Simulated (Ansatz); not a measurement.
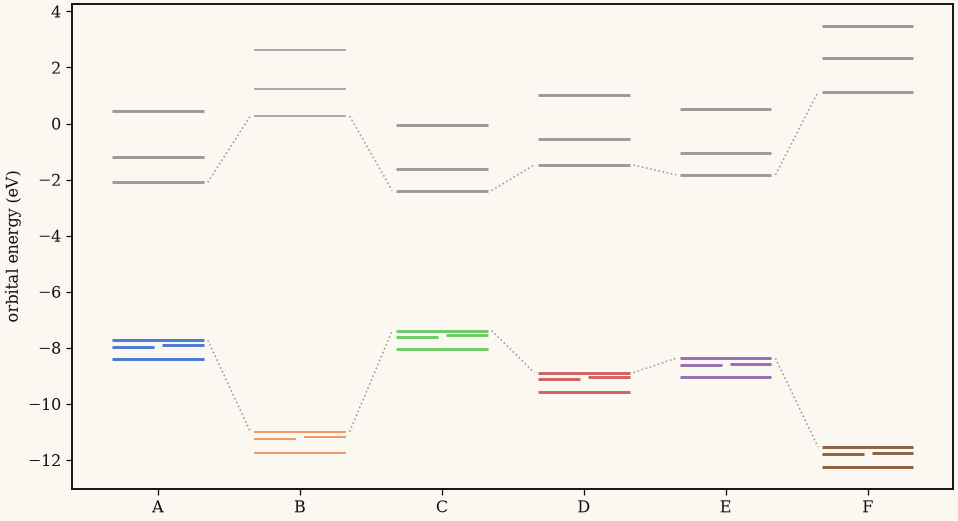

Frontier orbital energies of AlHBr₂, SMILES [Br][AlH][Br], singlet at one geometry, def2-TZVPP, the Ansatz code 0.2.0, at a PBE0-D4/def2-TZVP geometry (a minimum by its frequencies). Empty levels are grey, levels within 0.1 eV stand side by side; all columns show the same few orbitals around the gap. Dotted lines join the HOMOs and the LUMOs.

The columns come from B3LYP, HF, PBE, r2SCAN, r2SCAN0 and ωB97X-V. Which is which?

A: r2SCAN (HOMO −7.73, LUMO −2.10, separation 5.63 eV)
B: ωB97X-V (HOMO −10.99, LUMO 0.26, separation 11.26 eV)
C: PBE (HOMO −7.38, LUMO −2.39, separation 4.99 eV)
D: r2SCAN0 (HOMO −8.88, LUMO −1.48, separation 7.40 eV)
E: B3LYP (HOMO −8.37, LUMO −1.83, separation 6.54 eV)
F: HF (HOMO −11.54, LUMO 1.13, separation 12.67 eV)

Limits of at least one run: empty levels above zero depend strongly on the basis; no scalar relativity up to krypton; spin-orbit coupling is left out, and with Br it can shift these levels and split any degenerate set.
